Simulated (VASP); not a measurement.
Band structure of ScAl₃ (space group I4/mmm). Computed with LDA (Ceperley-Alder, Perdew-Zunger), VASP's LDA PAW potentials (set 64) (plane waves; VASP).

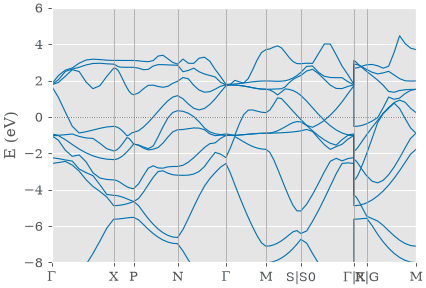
Fig. 1. Bands along high-symmetry lines, zero at the valence-band maximum or, without a gap, the Fermi level

Task: Read the plot: is there a gap, and where are the band edges?

Result: It has no gap at this level: it comes out as a metal or semimetal. (Edges off the drawn lines would not show.)

The structure comes from a computed database's ScAl3 entry (I4/mmm); how it stands against other phases isn't given here. It was relaxed first, which changed the volume by -5 %.
